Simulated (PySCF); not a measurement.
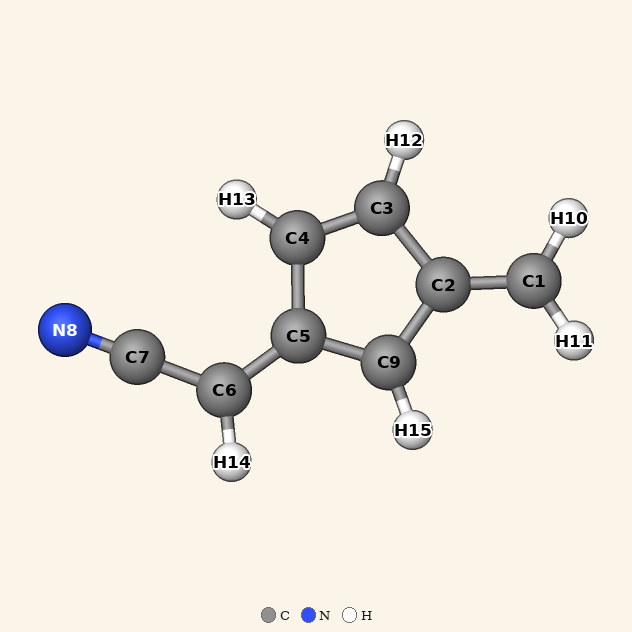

The species is neutral and a spin doublet. Computed geometry: GFN2-xTB optimisation. No frequency run is at hand to confirm it as a minimum. Level of theory: UKS B3LYP, pcH-1 on C H N, non-relativistic (PySCF 2.14.0). Fermi-contact and spin-dipolar terms alone, no spin-orbit part.

**Which nucleus has the largest dipolar (anisotropic) hyperfine coupling?**

13C at C9: principal values −44.9, −43.6, 88.5 MHz.

List the isotropic and dipolar parts for the most strongly coupled nuclei, one of each equivalent set.

```json
{"atom": "C9", "isotope": "13C", "a_iso (MHz)": "48.2", "dipolar part (MHz)": "−44.9, −43.6, 88.5"}
{"atom": "C6", "isotope": "13C", "a_iso (MHz)": "39.0", "dipolar part (MHz)": "−36.1, −34.9, 71.0"}
{"atom": "C1", "isotope": "13C", "a_iso (MHz)": "27.6", "dipolar part (MHz)": "−26.3, −25.0, 51.3"}
{"atom": "C5", "isotope": "13C", "a_iso (MHz)": "−38.3", "dipolar part (MHz)": "−23.0, 9.1, 13.8"}
{"atom": "H15", "isotope": "1H", "a_iso (MHz)": "−34.7", "dipolar part (MHz)": "−18.5, −1.7, 20.1"}
{"atom": "C2", "isotope": "13C", "a_iso (MHz)": "−31.5", "dipolar part (MHz)": "−18.4, 7.0, 11.3"}
{"atom": "N8", "isotope": "14N", "a_iso (MHz)": "4.7", "dipolar part (MHz)": "−9.7, −7.4, 17.1"}
{"atom": "H14", "isotope": "1H", "a_iso (MHz)": "−29.8", "dipolar part (MHz)": "−13.9, −1.7, 15.7"}
```
